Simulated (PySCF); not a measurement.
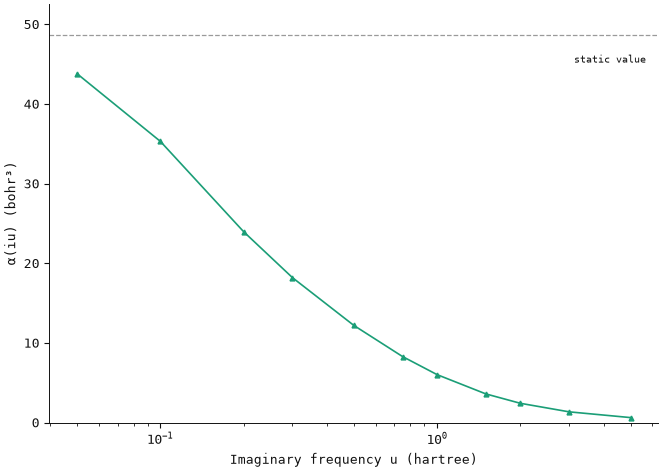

Dipole polarisability at imaginary frequency of La⁺ ([Xe] 5d²). Coupled response at the PBE0 level; PySCF, x2c-TZVPPall plus 1 diffuse shell for each l, spin-free X2C-1e, unrestricted single determinants, no spin-orbit coupling.

> What follows from the curve?

The static dipole polarisability is 48.7 bohr³; α(iu) falls to half of it near u = 0.20 hartree. The Casimir–Polder integral gives C₆ = 402 hartree bohr⁶ for two such species.
